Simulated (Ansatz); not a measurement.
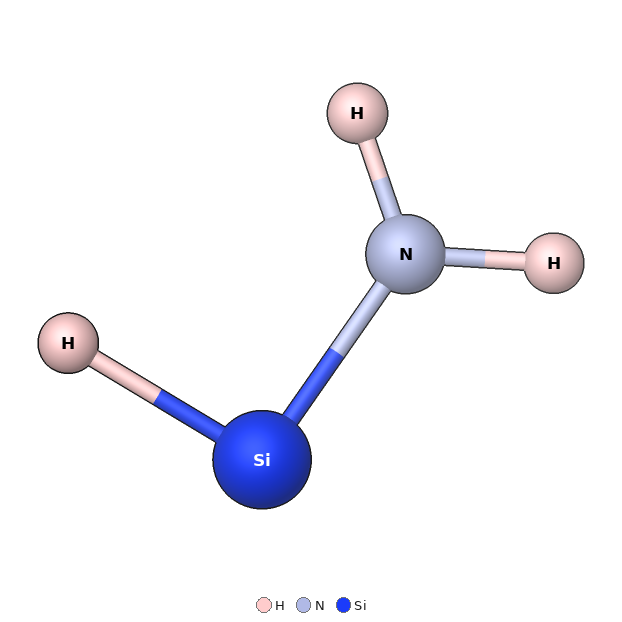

All atoms lie in one plane, which faces the viewer. The geometry was computed by an optimisation with PBE0-D4/def2-TZVP.

### List the symmetry elements and name the point group.

It has 1 mirror plane, so the point group is Cs. The group has 2 operations. The geometry is achiral, and symmetry allows a dipole moment.
